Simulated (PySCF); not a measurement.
B(GeH3)2(H), SMILES [GeH3][BH][GeH3] (H7BGe2) at its PBE0/def2-SVP optimised geometry (Å):

```
10

B      1.0544    -0.4155     0.0000
Ge    -1.0048    -0.4155     0.0000
H     -1.6208    -1.0702     1.2527
H     -1.4393     1.0702     0.0000
H     -1.6258    -1.0690    -1.2503
Ge     2.1935    -0.5964    -1.7058
H      2.5661    -2.0943    -1.8234
H      1.4430    -0.2138    -2.9967
H      3.5136     0.1986    -1.6521
H      1.6258    -0.3025     1.0599
```

Level of theory: PBE0/def2-TZVP (PySCF 2.14.0).

Map of the electrostatic potential (hartree/e), clipped to [-0.08, 0.12] on the plane z = 0.8 Å:

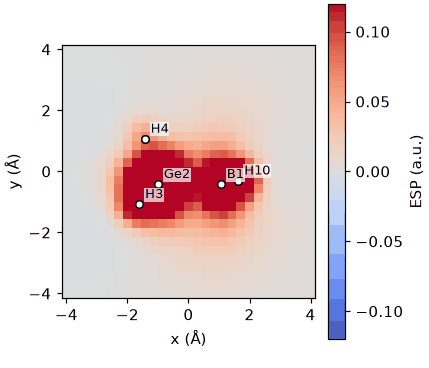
Figure. Electrostatic potential (hartree/e), clipped to [-0.08, 0.12] on the plane z = 0.8 Å.
